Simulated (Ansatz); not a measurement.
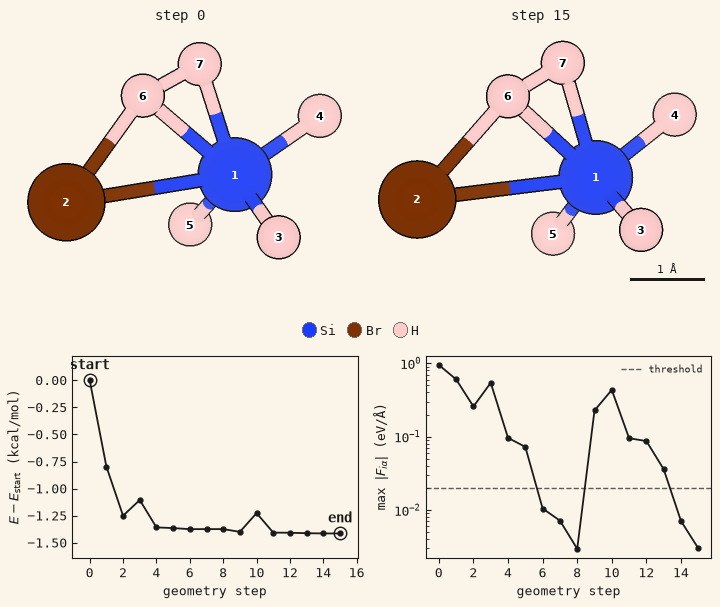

First and last geometry of a saddle-point search of SiH$_{5}$Br, with the history of the run. The picture is a ball-and-stick view, seen at a tilt.

All numbers below come from RKS PBE0-D4/def2-SVP in Ansatz 0.2.0.

Input file:
```yaml
crystal:
  periodic: [false, false, false]
  atoms:
    - {symbol: Si, position_ang: [-0.452934, -0.212390, 0.164662]}
    - {symbol: Br, position_ang: [1.268239, 0.168576, -1.751851]}
    - {symbol: H, position_ang: [-1.475177, 0.350423, -0.778406]}
    - {symbol: H, position_ang: [-1.044172, -0.045104, 1.538468]}
    - {symbol: H, position_ang: [-0.110431, -1.685655, 0.082672]}
    - {symbol: H, position_ang: [1.068546, 0.722911, -0.009350]}
    - {symbol: H, position_ang: [0.618734, 0.818608, 0.809103]}
basis:
  gaussian: {orbitals: def2-SVP}
hamiltonian: {xc: pbe0, dispersion: d4}
saddle:
  f_tol: 0.02
  max_steps: 40
  mode_guess:
    - [-0.1089, 0.0006, 0.4249]
    - [0.3020, 0.2111, 0.0042]
    - [0.1640, 0.1049, 0.0495]
    - [-0.3072, -0.0232, 0.2427]
    - [0.1056, 0.1012, 0.0112]
    - [-0.0423, -0.1650, -0.5823]
    - [-0.1132, -0.2296, -0.1503]
```

Launched with:
```bash
ansatz run in.yaml --threads 2 --pin off --events-out ev --progress --plain --max-ram 4352MiB
```

**Read the history and describe the run.**

It converged. Br2 moves most after the best rigid fit: 0.19 Å. By element the largest moves are Br 0.19 Å, H 0.18 Å, Si 0.06 Å. Among the contacts that change: Si1–H7 1.621 → 1.729 Å, Si1–Br2 2.604 → 2.676 Å, Si1–H6 1.794 → 1.841 Å, Br2–H6 1.839 → 1.876 Å. Bond angles that change, for instance: H3–Si1–H7 117.5° → 105.2°, H5–Si1–H7 119.4° → 129.3°, Br2–Si1–H4 156.2° → 151.5°. After 15 geometry steps the energy has fallen by 1.41 kcal/mol. Largest force component: 0.95 eV/Å at the start, 0.003 eV/Å at the end. The forces were under the threshold at step 6, but the run went on from there. The run took of the order of 110 core-seconds on a shared host.
